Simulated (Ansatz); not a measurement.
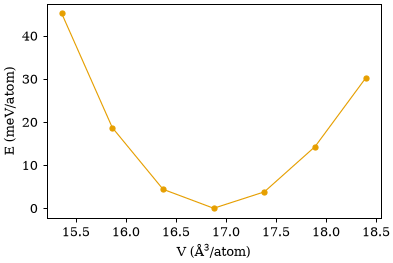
Figure: GaAg (CsCl type, Pm-3m) under volume change, plane-wave PAW PBEsol (Ansatz code), scaled uniformly.

Question: What does a third-order Birch–Murnaghan fit give for V₀, B₀ and B′?

Answer: V₀ = 16.88 Å³/atom, B₀ = 85.6 GPa, B′ = 5.6.

The workflow started from an entry of the Crystallography Open Database (COD). Whether it is the stable phase at ambient conditions was not checked. Symmetry was held in the PBEsol relaxation. At this level the phase is mechanically unstable. No spin polarisation was allowed.

Potentials: the later of the program's two PAW sets.
